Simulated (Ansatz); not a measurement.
# BClH4Si: one molecule under many settings

How do the results and run time of BClH4Si respond when the settings are drawn wide?

The runs use Ansatz 0.2.0, Gaussian basis; the settings change from run to run.

## 1. The geometry

An earlier PBE0-D4 in a triple-zeta def2 set relaxation fixed the geometry.

SMILES `B[SiH2]Cl`, 7 atoms, charge 0, spin multiplicity 1.

Atoms are counted from 1 here; the program's logs count them from 0.

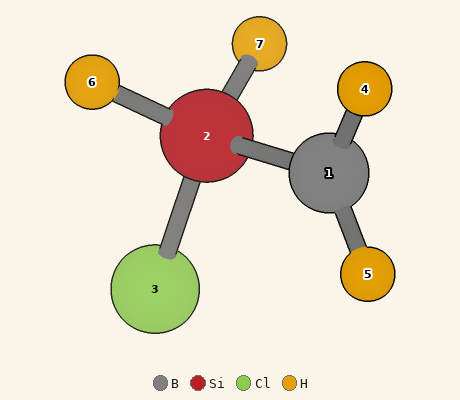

The structure; boron grey, silicon red, chlorine green, hydrogen amber; atoms are numbered from 1 in the order of the file.

Geometry (Å):

```
B    -1.0197    0.0030   -0.6896
Si    0.6270   -0.1059    0.4452
Cl    1.7937    1.5959    0.3803
H    -1.7463   -0.9474   -0.7193
H    -1.3158    0.9630   -1.3333
H     0.2456   -0.3314    1.8661
H     1.4769   -1.2453    0.0048
```

## 2. PBE0-DH/def2-SVP

This run has high accuracy, the search for lower states set to off.

The input, in.yaml:

```yaml
crystal:
  periodic: [false, false, false]
  atoms:
    - {symbol: B, position_ang: [-1.019711, 0.003000, -0.689648]}
    - {symbol: Si, position_ang: [0.626985, -0.105926, 0.445197]}
    - {symbol: Cl, position_ang: [1.793681, 1.595890, 0.380320]}
    - {symbol: H, position_ang: [-1.746343, -0.947366, -0.719322]}
    - {symbol: H, position_ang: [-1.315778, 0.962965, -1.333305]}
    - {symbol: H, position_ang: [0.245609, -0.331359, 1.866117]}
    - {symbol: H, position_ang: [1.476857, -1.245303, 0.004843]}
basis:
  gaussian: {orbitals: def2-SVP}
hamiltonian: {xc: {name: PBE0-DH}}
accuracy: high
scf: {lower_state_search: off}
```

The run is started by

```bash
ansatz run in.yaml --threads 2 --pin off --events-out ev --progress --plain --max-ram 4352MiB
```

Standard output:

```text
Functional definition: PBE0-DH
  name "PBE0-DH"
  cite "Brémond & Adamo, J. Chem. Phys. 135, 024106 (2011) doi:10.1063/1.3604569"
  cite "Perdew, Burke & Ernzerhof, Phys. Rev. Lett. 77, 3865 (1996) doi:10.1103/PhysRevLett.77.3865"
  parameter a = 1/2
  parameter c = 1/8
  exchange = (1 - a)*pbe_x + a*exact_x
  correlation = (1 - c)*pbe_c + c*(mp2_os + mp2_ss)
these checks for a lower state are left out or cut short: stability, starts, cluster_reference, orbital_swaps, neighbouring_geometries, increment
1493 factors; integrals over basis functions are off by at most 3.4e-9 eV
mean field evaluation 1: about -21123.0019 eV, gradient 1.0e1 eV
mean field evaluation 2: about -21123.2432 eV, gradient 1.0e1 eV
mean field evaluation 4: about -21123.6181 eV, gradient 1.1e0 eV
mean field evaluation 8: about -21123.6229 eV, gradient 8.6e-3 eV
mean field evaluation 16: about -21123.6229 eV, gradient 2.3e-6 eV
mean field -21123.62292701 eV, -776.2788244618 hartree, gradient 8.6e-8 eV, S^2 0.000000; 0 other end points of the search recorded, 0 dependent functions left out
11 core orbitals not correlated: weight in the atoms' cores, before any rotation towards them, 1.000 or more for the frozen orbitals, at most 0.000 for the correlated occupied ones
reference -21123.62292857 eV, -776.2788245192 hartree; 9, 9 occupied and 50, 50 virtual orbitals, 1493 factors
second order -10.56768018 eV of doubles, -0.00000000 eV of singles
Total energy: -21124.94388860 eV, -776.3273689047 hartree
Checks for a lower state left out: stability, starts, cluster_reference, orbital_swaps, neighbouring_geometries, increment
```

Wall time 1.6 s (2 threads of Arm Neoverse V2, shared host).

## 3. wB97X-V/def2-TZVPP

in.yaml: that of step 2 with these lines changed.

```diff
@@ -11,5 +11,4 @@
 basis:
-  gaussian: {orbitals: def2-SVP}
-hamiltonian: {xc: {name: PBE0-DH}}
-accuracy: high
-scf: {lower_state_search: off}
+  gaussian: {orbitals: def2-TZVPP}
+hamiltonian: {xc: {name: wB97X-V}}
+output: {forces: true}
```

Same command.

Standard output, shortened:

```text
Functional definition: wB97X-V
  name "wB97X-V"
  cite "Mardirossian & Head-Gordon, Phys. Chem. Chem. Phys. 16, 9904 (2014) doi:10.1039/C3CP54374A"
  cite "Becke, J. Chem. Phys. 107, 8554 (1997) doi:10.1063/1.475007"
  cite "Vydrov & Van Voorhis, J. Chem. Phys. 133, 244103 (2010) doi:10.1063/1.3521275"
[...]
      + integral(e_c_pw_opposite_spin*poly(b97_u_opposite, cos0, cos1)) + vv10(b, c)
1006 factors; their error is unknown
223 factors; integrals over basis functions are off by at most 2.6e-5 eV
[...]
mean field -21139.50569881 eV, -776.8625055598 hartree, gradient 1.4e-5 eV, S^2 0.000000; 0 other end points of the search recorded, 0 dependent functions left out
[...]
reference -21139.50569672 eV, -776.8625054830 hartree; 20, 20 occupied and 151, 151 virtual orbitals, 1006 factors
Total energy: -21139.50569672 eV, -776.8625054830 hartree
Atom 0 at    -1.019711     0.003000    -0.689648 Å, force    -0.066989     0.013426    -0.049728 eV/Å
Atom 1 at     0.626985    -0.105926     0.445197 Å, force     0.084930    -0.117317     0.115525 eV/Å
Atom 2 at     1.793681     1.595890     0.380320 Å, force     0.002928     0.020016    -0.007619 eV/Å
Atom 3 at    -1.746343    -0.947366    -0.719322 Å, force    -0.004293     0.004715    -0.004982 eV/Å
Atom 4 at    -1.315778     0.962965    -1.333305 Å, force    -0.003832     0.001094    -0.004574 eV/Å
Atom 5 at     0.245609    -0.331359     1.866117 Å, force     0.019171     0.020331    -0.062176 eV/Å
Atom 6 at     1.476857    -1.245303     0.004843 Å, force    -0.031915     0.057736     0.013554 eV/Å
Dipole moment:    -0.246528    -0.219331    -0.055823 e Å
```

It took 6 s on 2 threads of Arm Neoverse V2, shared host; peak memory 0.42 GiB.

Largest force 0.185 eV/Å, dipole 1.61 D.

## 4. SPW92/ANO-RCC-VTZP

in.yaml: that of step 3 with these lines changed.

```diff
@@ -11,4 +11,4 @@
 basis:
-  gaussian: {orbitals: def2-TZVPP}
-hamiltonian: {xc: {name: wB97X-V}}
+  gaussian: {orbitals: ANO-RCC-VTZP}
+hamiltonian: {xc: {name: SPW92}}
 output: {forces: true}
```

Launched as before.

Standard output, shortened:

```text
Functional definition: SPW92
  name "SPW92"
  cite "Dirac, Proc. Camb. Phil. Soc. 26, 376 (1930) doi:10.1017/S0305004100016108"
  cite "Slater, Phys. Rev. 81, 385 (1951) doi:10.1103/PhysRev.81.385"
  cite "Perdew & Wang, Phys. Rev. B 45, 13244 (1992) doi:10.1103/PhysRevB.45.13244"
[...]
1178 factors; their error is unknown
[...]
mean field -21116.51556733 eV, -776.0176338111 hartree, gradient 7.9e-6 eV, S^2 0.000000; 0 other end points of the search recorded, 0 dependent functions left out
[...]
reference -21116.51561491 eV, -776.0176355596 hartree; 20, 20 occupied and 134, 134 virtual orbitals, 1178 factors
Total energy: -21116.51561491 eV, -776.0176355596 hartree
Relativity: scalar
Atom 0 at    -1.019711     0.003000    -0.689648 Å, force     0.367776    -0.039775     0.263797 eV/Å
Atom 1 at     0.626985    -0.105926     0.445197 Å, force    -0.310736     0.246428    -0.327662 eV/Å
Atom 2 at     1.793681     1.595890     0.380320 Å, force    -0.000690    -0.026364     0.013171 eV/Å
Atom 3 at    -1.746343    -0.947366    -0.719322 Å, force    -0.099038    -0.156859     0.009201 eV/Å
Atom 4 at    -1.315778     0.962965    -1.333305 Å, force    -0.028109     0.164681    -0.097711 eV/Å
Atom 5 at     0.245609    -0.331359     1.866117 Å, force    -0.038823    -0.039647     0.180878 eV/Å
Atom 6 at     1.476857    -1.245303     0.004843 Å, force     0.109621    -0.148463    -0.041674 eV/Å
Dipole moment:    -0.228484    -0.230037    -0.038241 e Å
```

Run time: 2.6 s. Hardware: 2 threads of Arm Neoverse V2, shared host.

Largest force 0.514 eV/Å, dipole 1.57 D.

## 5. wB97X/6-31G

Set apart from the defaults: a grid of angular degree 23.

in.yaml: that of step 4 with these lines changed.

```diff
@@ -11,4 +11,4 @@
 basis:
-  gaussian: {orbitals: ANO-RCC-VTZP}
-hamiltonian: {xc: {name: SPW92}}
+  gaussian: {orbitals: 6-31G, final_grid: {core_spheres: 8, valence_spheres: 7, degree: 23}}
+hamiltonian: {xc: {name: wB97X}}
 output: {forces: true}
```

Same command.

Standard output, shortened:

```text
Functional definition: wB97X
  name "wB97X"
  cite "Chai & Head-Gordon, J. Chem. Phys. 128, 084106 (2008) doi:10.1063/1.2834918"
  cite "Becke, J. Chem. Phys. 107, 8554 (1997) doi:10.1063/1.475007"
[...]
  # The coefficients of nought are those of the uniform gas.
[...]
      + exact_x_lr(omega)
[...]
      + integral(e_c_pw_opposite_spin*poly(b97_u_opposite, 1, cos1, cos2, cos3, cos4))
534 factors; integrals over basis functions are off by at most 2.3e-4 eV
197 factors; integrals over basis functions are off by at most 3.7e-6 eV
[...]
mean field -21138.64119788 eV, -776.8307357366 hartree, gradient 2.6e-5 eV, S^2 0.000000; 0 other end points of the search recorded, 0 dependent functions left out
[...]
reference -21138.64117027 eV, -776.8307347220 hartree; 20, 20 occupied and 23, 23 virtual orbitals, 534 factors
Total energy: -21138.64117027 eV, -776.8307347220 hartree
Atom 0 at    -1.019711     0.003000    -0.689648 Å, force    -0.170391     0.011534    -0.116531 eV/Å
Atom 1 at     0.626985    -0.105926     0.445197 Å, force    -1.211702    -1.650119     0.011125 eV/Å
Atom 2 at     1.793681     1.595890     0.380320 Å, force     1.229639     1.808437    -0.074909 eV/Å
Atom 3 at    -1.746343    -0.947366    -0.719322 Å, force     0.018363    -0.008485     0.015782 eV/Å
Atom 4 at    -1.315778     0.962965    -1.333305 Å, force     0.029237     0.024818     0.005746 eV/Å
Atom 5 at     0.245609    -0.331359     1.866117 Å, force    -0.031898    -0.029765     0.208053 eV/Å
Atom 6 at     1.476857    -1.245303     0.004843 Å, force     0.136752    -0.156420    -0.049267 eV/Å
Dipole moment:    -0.414623    -0.431640    -0.062240 e Å
```

Wall time 0.65 s (2 threads of Arm Neoverse V2, shared host).

Largest force 2.188 eV/Å, dipole 2.89 D.

## 6. BLYP/def2-TZVPP

This run has multiplicity 3, finite nuclei, D3(BJ) with three-body dispersion.

in.yaml: that of step 5 with these lines changed.

```diff
@@ -11,4 +11,5 @@
 basis:
-  gaussian: {orbitals: 6-31G, final_grid: {core_spheres: 8, valence_spheres: 7, degree: 23}}
-hamiltonian: {xc: {name: wB97X}}
+  gaussian: {orbitals: def2-TZVPP, nuclear_model: gaussian}
+magnetization: {spin_polarized: true, initial_magnetization: 2}
+hamiltonian: {xc: {name: BLYP}, dispersion: d3bjatm}
 output: {forces: true}
```

Launched as before.

Standard output, shortened:

```text
Functional definition: BLYP
  name "BLYP"
  cite "Becke, Phys. Rev. A 38, 3098 (1988) doi:10.1103/PhysRevA.38.3098"
  cite "Lee, Yang & Parr, Phys. Rev. B 37, 785 (1988) doi:10.1103/PhysRevB.37.785"
[...]
987 factors; their error is unknown
[...]
mean field -21138.79004894 eV, -776.8362059120 hartree, gradient 8.5e-5 eV, S^2 2.004116; 2 other end points of the search recorded, 0 dependent functions left out
[...]
reference -21138.79040817 eV, -776.8362191136 hartree; 21, 19 occupied and 150, 152 virtual orbitals, 987 factors
Total energy: -21139.09208879 eV, -776.8473056716 hartree
Atom 0 at    -1.019711     0.003000    -0.689648 Å, force    -1.539586     0.367461    -1.190984 eV/Å
Atom 1 at     0.626985    -0.105926     0.445197 Å, force     0.285518    -0.336862     0.355476 eV/Å
Atom 2 at     1.793681     1.595890     0.380320 Å, force    -0.116856     0.048279    -0.097025 eV/Å
Atom 3 at    -1.746343    -0.947366    -0.719322 Å, force     0.583849    -0.669288     0.693034 eV/Å
Atom 4 at    -1.315778     0.962965    -1.333305 Å, force     0.785075     0.546027     0.259508 eV/Å
Atom 5 at     0.245609    -0.331359     1.866117 Å, force    -0.094155     0.100392     0.145822 eV/Å
Atom 6 at     1.476857    -1.245303     0.004843 Å, force     0.096155    -0.056009    -0.165830 eV/Å
Dipole moment:     0.283571    -0.095272     0.233580 e Å
```

It took 3.6 s on 2 threads of Arm Neoverse V2, shared host.

Largest force 1.981 eV/Å, dipole 1.82 D, ⟨S²⟩ 2.004.

## 7. B2PLYP/6-31++G**

in.yaml: that of step 6 with these lines changed.

```diff
@@ -11,5 +11,4 @@
 basis:
-  gaussian: {orbitals: def2-TZVPP, nuclear_model: gaussian}
-magnetization: {spin_polarized: true, initial_magnetization: 2}
-hamiltonian: {xc: {name: BLYP}, dispersion: d3bjatm}
+  gaussian: {orbitals: "6-31++G**"}
+hamiltonian: {xc: {name: B2PLYP}}
 output: {forces: true}
```

The command is unchanged.

Standard output, shortened:

```text
Functional definition: B2PLYP
  name "B2PLYP"
  cite "Grimme, J. Chem. Phys. 124, 034108 (2006) doi:10.1063/1.2148954"
  cite "Becke, Phys. Rev. A 38, 3098 (1988) doi:10.1103/PhysRevA.38.3098"
  cite "Lee, Yang & Parr, Phys. Rev. B 37, 785 (1988) doi:10.1103/PhysRevB.37.785"
[...]
777 factors; integrals over basis functions are off by at most 1.5e-3 eV
[...]
mean field -21129.63267984 eV, -776.4996788046 hartree, gradient 3.8e-6 eV, S^2 0.000000; 0 other end points of the search recorded, 0 dependent functions left out
11 core orbitals not correlated: weight in the atoms' cores, before any rotation towards them, 1.000 or more for the frozen orbitals, at most 0.000 for the correlated occupied ones
reference -21129.63289706 eV, -776.4996867876 hartree; 9, 9 occupied and 69, 69 virtual orbitals, 777 factors
second order -10.13463440 eV of doubles, -0.00000000 eV of singles
[...]
Total energy: -21132.36924835 eV, -776.6002458426 hartree
Atom 0 at    -1.019711     0.003000    -0.689648 Å, force    -0.212359     0.018194    -0.147539 eV/Å
Atom 1 at     0.626985    -0.105926     0.445197 Å, force    -0.041117    -0.420962     0.181079 eV/Å
Atom 2 at     1.793681     1.595890     0.380320 Å, force     0.190244     0.284585    -0.013923 eV/Å
Atom 3 at    -1.746343    -0.947366    -0.719322 Å, force     0.064934     0.094735    -0.001925 eV/Å
Atom 4 at    -1.315778     0.962965    -1.333305 Å, force     0.024112    -0.095057     0.059047 eV/Å
Atom 5 at     0.245609    -0.331359     1.866117 Å, force     0.039149     0.020837    -0.116176 eV/Å
Atom 6 at     1.476857    -1.245303     0.004843 Å, force    -0.064963     0.097668     0.039436 eV/Å
Dipole moment:    -0.297673    -0.284396    -0.057592 e Å
```

Run time: 3.4 s. Hardware: 2 threads of Arm Neoverse V2, shared host.

Largest force 0.460 eV/Å, dipole 2.00 D.

## 8. wB97X-V/def2-mTZVPP

Options: charge -1, multiplicity 2, density fitting with cc-pVTZ-jkfit.

in.yaml: that of step 7 with these lines changed.

```diff
@@ -11,4 +11,6 @@
 basis:
-  gaussian: {orbitals: "6-31++G**"}
-hamiltonian: {xc: {name: B2PLYP}}
+  gaussian: {orbitals: def2-mTZVPP, fitting: {mean_field: cc-pVTZ-jkfit}}
+total_charge: -1
+magnetization: {spin_polarized: true, initial_magnetization: 1}
+hamiltonian: {xc: {name: wB97X-V}}
 output: {forces: true}
```

Same command.

Standard output, shortened:

```text
Functional definition: wB97X-V
  name "wB97X-V"
  cite "Mardirossian & Head-Gordon, Phys. Chem. Chem. Phys. 16, 9904 (2014) doi:10.1039/C3CP54374A"
  cite "Becke, J. Chem. Phys. 107, 8554 (1997) doi:10.1063/1.475007"
  cite "Vydrov & Van Voorhis, J. Chem. Phys. 133, 244103 (2010) doi:10.1063/1.3521275"
[...]
      + integral(e_c_pw_opposite_spin*poly(b97_u_opposite, cos0, cos1)) + vv10(b, c)
441 factors; integrals over basis functions are off by at most 2.7e-1 eV
441 factors; integrals over basis functions are off by at most 8.6e-7 eV
[...]
mean field -21139.86913738 eV, -776.8758616806 hartree, gradient 3.4e-5 eV, S^2 0.752409; 0 other end points of the search recorded, 0 dependent functions left out
[...]
reference -21139.86913625 eV, -776.8758616391 hartree; 21, 20 occupied and 72, 73 virtual orbitals, 441 factors
Total energy: -21139.86913625 eV, -776.8758616391 hartree
Atom 0 at    -1.019711     0.003000    -0.689648 Å, force     0.722904     0.186647     0.370691 eV/Å
Atom 1 at     0.626985    -0.105926     0.445197 Å, force    -2.504262    -0.892926    -1.198486 eV/Å
Atom 2 at     1.793681     1.595890     0.380320 Å, force     0.847917     0.839184     0.150727 eV/Å
Atom 3 at    -1.746343    -0.947366    -0.719322 Å, force    -0.188794    -0.379465     0.052570 eV/Å
Atom 4 at    -1.315778     0.962965    -1.333305 Å, force    -0.042944     0.358305    -0.194609 eV/Å
Atom 5 at     0.245609    -0.331359     1.866117 Å, force     0.585864    -0.049804     0.419646 eV/Å
Atom 6 at     1.476857    -1.245303     0.004843 Å, force     0.579315    -0.061940     0.399460 eV/Å
Dipole moment:     1.068976     0.286038     0.562962 e Å
```

It took 5.5 s on 2 threads of Arm Neoverse V2, shared host.

Largest force 2.916 eV/Å, ⟨S²⟩ 0.752.

## 9. B97M-V/aug-pcseg-2

Set apart from the defaults: the search for lower states set to light.

in.yaml: that of step 8 with these lines changed.

```diff
@@ -11,6 +11,4 @@
 basis:
-  gaussian: {orbitals: def2-mTZVPP, fitting: {mean_field: cc-pVTZ-jkfit}}
-total_charge: -1
-magnetization: {spin_polarized: true, initial_magnetization: 1}
-hamiltonian: {xc: {name: wB97X-V}}
-output: {forces: true}
+  gaussian: {orbitals: aug-pcseg-2}
+hamiltonian: {xc: {name: B97M-V}}
+scf: {lower_state_search: light}
```

Launched as before.

Standard output, shortened:

```text
Functional definition: B97M-V
  name "B97M-V"
  cite "Mardirossian & Head-Gordon, J. Chem. Phys. 142, 074111 (2015) doi:10.1063/1.4907719"
  cite "Becke, J. Chem. Phys. 107, 8554 (1997) doi:10.1063/1.475007"
  cite "Vydrov & Van Voorhis, J. Chem. Phys. 133, 244103 (2010) doi:10.1063/1.3521275"
  # Of w^i u^j: cxij and so on, Table III.
[...]
  gx(w, u) = cx00 + cx01*u + cx02*u^2 + (cx10 + cx11*u)*w
  gss(w, u) = css00 + css02*u^2 + css10*w + (css32*w^3 + css42*w^4)*u^2
  gos(w, u) = cos00 + cos01*u + cos03*u^3 + cos10*w + cos32*w^3*u^2
[...]
      + integral(e_c_pw_mod_opposite_spin*gos(b97_w_opposite, b97_u_opposite)) + vv10(b, c)
1097 factors; their error is unknown
[...]
mean field -21137.82212598 eV, -776.8006353994 hartree, gradient 2.5e-5 eV, S^2 0.000000; 0 other end points of the search recorded, 0 dependent functions left out
reference -21137.82222742 eV, -776.8006391270 hartree; 20, 20 occupied and 218, 218 virtual orbitals, 1097 factors
Total energy: -21137.82222742 eV, -776.8006391270 hartree
```

Run time: 10 s. Hardware: 2 threads of Arm Neoverse V2, shared host.

## 10. wB97X/def2-mTZVP

Options: density fitting with def2-universal-jkfit, the search for lower states set to off.

in.yaml: that of step 9 with these lines changed.

```diff
@@ -11,4 +11,4 @@
 basis:
-  gaussian: {orbitals: aug-pcseg-2}
-hamiltonian: {xc: {name: B97M-V}}
-scf: {lower_state_search: light}
+  gaussian: {orbitals: def2-mTZVP, fitting: {mean_field: def2-universal-jkfit}}
+hamiltonian: {xc: {name: wB97X}}
+scf: {lower_state_search: off}
```

Same command.

Standard output, shortened:

```text
Functional definition: wB97X
  name "wB97X"
  cite "Chai & Head-Gordon, J. Chem. Phys. 128, 084106 (2008) doi:10.1063/1.2834918"
  cite "Becke, J. Chem. Phys. 107, 8554 (1997) doi:10.1063/1.475007"
[...]
  # The coefficients of nought are those of the uniform gas.
[...]
      + exact_x_lr(omega)
[...]
      + integral(e_c_pw_opposite_spin*poly(b97_u_opposite, 1, cos1, cos2, cos3, cos4))
[...]
403 factors; integrals over basis functions are off by at most 6.2e-1 eV
403 factors; integrals over basis functions are off by at most 1.0e-6 eV
[...]
mean field -21141.90326217 eV, -776.9506143882 hartree, gradient 3.6e-6 eV, S^2 0.000000; 0 other end points of the search recorded, 0 dependent functions left out
reference -21141.90322699 eV, -776.9506130952 hartree; 20, 20 occupied and 55, 55 virtual orbitals, 403 factors
Total energy: -21141.90322699 eV, -776.9506130952 hartree
Checks for a lower state left out: stability, starts, cluster_reference, orbital_swaps, neighbouring_geometries, increment
```

It took 1 s on 2 threads of Arm Neoverse V2, shared host.

## 11. The runs in one table

```
              level  charge  multiplicity  geometry  functions  energy (eV)    time
   PBE0-DH/def2-SVP       0             1   relaxed         70   -21124.944   1.6 s
 wB97X-V/def2-TZVPP       0             1   relaxed        171   -21139.506     6 s
 SPW92/ANO-RCC-VTZP       0             1   relaxed        154   -21116.516   2.6 s
        wB97X/6-31G       0             1   relaxed         43   -21138.641  0.65 s
    BLYP/def2-TZVPP       0             3   relaxed        171   -21139.092   3.6 s
   B2PLYP/6-31++G**       0             1   relaxed         89   -21132.369   3.4 s
wB97X-V/def2-mTZVPP      -1             2   relaxed         93   -21139.869   5.5 s
 B97M-V/aug-pcseg-2       0             1   relaxed        238   -21137.822    10 s
   wB97X/def2-mTZVP       0             1   relaxed         75   -21141.903     1 s
```

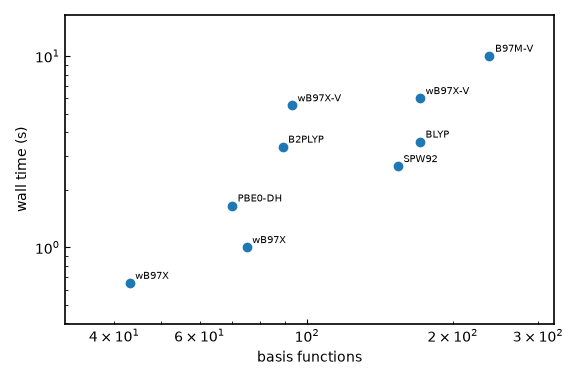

Wall time against the number of basis functions (shared host).

## 12. What came out

```
                                         quantity                     value
                                             runs                         9
                                         quickest       wB97X/6-31G, 0.65 s
                                          slowest  B97M-V/aug-pcseg-2, 10 s
spread of total energies, same state and geometry                   25.4 eV
                  dipole, same state and geometry            1.57 to 2.89 D
```

What this shows: Run time spans a factor of 15, from wB97X/6-31G to B97M-V/aug-pcseg-2. The jobs differ in tasks and options as well as level. The totals spread over 25 eV; they can't be compared across methods or bases. Some of these runs are scalar-relativistic and others not, which shifts the totals of all-electron atoms past neon by eV; core potentials, where a basis has them, take the core out of the total altogether. At the PBE0-D4/def2-TZVP geometry and in the same state, runs without warnings or point charges leave forces up to 2.19 eV/Å (wB97X/6-31G). At that geometry and state the dipole changes by 84 % between the lowest and highest value.
